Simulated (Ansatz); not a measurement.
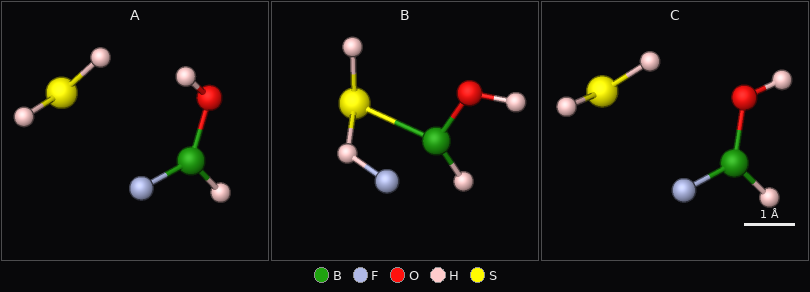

3 geometries from a converged minimum-energy path of BH$_{4}$SOF, made up at the start of BH$_{2}$OF and H2S, shuffled. A ball-and-stick model, seen at a tilt.

The calculation used RKS BHLYP-D4/def2-SVP in Ansatz 0.2.0. Set-up: 5 movable images; climbing image; force threshold 0.05 eV/Å; iteration limit 60; starting path through a guess of the saddle point.

> Which of them lies highest in energy?

B. In order along the path, whose images run from 0 to 6: A (image 1, +0.02 eV), C (image 2, +0.02 eV), B (image 4, +1.74 eV). Breaking: B–F (1.33 → 2.88 Å), H–S (1.34 → 2.34 Å). Forming: B–S (3.34 → 1.82 Å), F–H (2.59 → 0.92 Å).

Limits of the set-up: the start holds two separate molecules, 2.6 Å apart at their closest, whose relative position is a soft coordinate.
